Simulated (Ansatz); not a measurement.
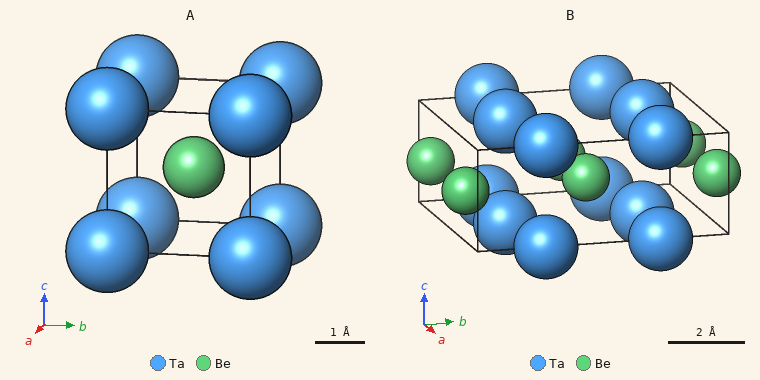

Two structures of TaBe, each relaxed to rest (conventional cells in solid outline, small ones repeated, not to one scale). Method: DFT PBE, scalar-relativistic, plane waves, PAW (Ansatz 0.2.0), without spin polarisation.

### What are the two structures?

A: caesium chloride (CsCl, B2) type, Pm-3m. B: 8 atoms a cell on a base-centred orthorhombic lattice, Cmmm.

### Which of the two does the method prefer?

B is lower, by 115 meV/atom at this level of theory (energies at zero smearing). Volumes: A 13.4, B 13.4 Å³/atom.

One or both may be structure types tried for this composition rather than known phases.
